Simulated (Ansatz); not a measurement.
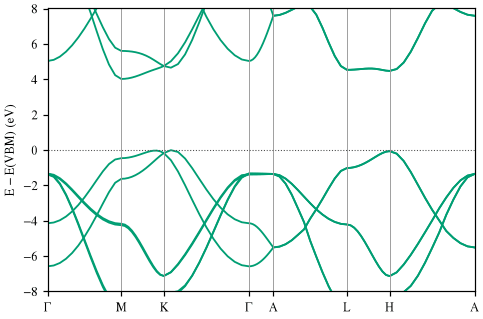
Figure. Band structure from LDA (plane waves, PAW; program Ansatz)

Problem. Read off the gap and where the band edges lie.

Solution. About 4.0 eV (4.03 eV by a search for the band edges); maximum on the K–Γ line, 10 % of the way from K, minimum at M.

Problem. Which compound is it?
A. ZnS, wurtzite
B. MgO, P6_3/mmc (Mg on 2c, O on 2d)
C. BN, P6_3/mmc (B on 2d, N on 2c)
D. MgO, wurtzite

Solution. C, BN, P6_3/mmc (B on 2d, N on 2c)

The cell was relaxed with LDA under the symmetry of its start. A crystal of weakly bound layers computed without a dispersion correction: the cell and the soft elastic constants depend strongly on that.

Potentials: the earlier of the program's two PAW sets. The files were generated under PBE; for other functionals the program regenerates the frozen cores, and for LDA and PBEsol the local potential too.
